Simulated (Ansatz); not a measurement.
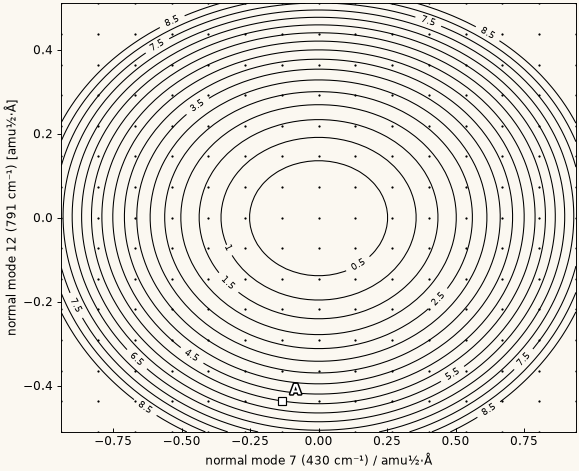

Cl2Ge2H4, SMILES [Cl][GeH]([Cl])[GeH3]. Coordinates scanned: (1) normal mode 7 (430 cm⁻¹); (2) normal mode 12 (791 cm⁻¹). Nothing is relaxed (straight displacements along the two mass-weighted modes). The grid has 15 × 15 points. All energies are given in kcal/mol relative to the relaxed molecule at the same level. Method: Ansatz 0.2.0, RKS PBE0-D4/def2-SVP.

Drawn: contour lines labelled in kcal/mol (none above 8.5), dots at the grid points, the point A. Between grid points the surface is interpolated.

> Is A at rest? If not, where is it pushed?

A, at normal mode 7 (430 cm⁻¹) = −0.134 amu½·Å, normal mode 12 (791 cm⁻¹) = −0.438 amu½·Å, is not a stationary point. The computed force is 2.2 kcal/mol for each amu½·Å towards larger values of normal mode 7 (430 cm⁻¹) and 22 kcal/mol for each amu½·Å towards larger values of normal mode 12 (791 cm⁻¹).
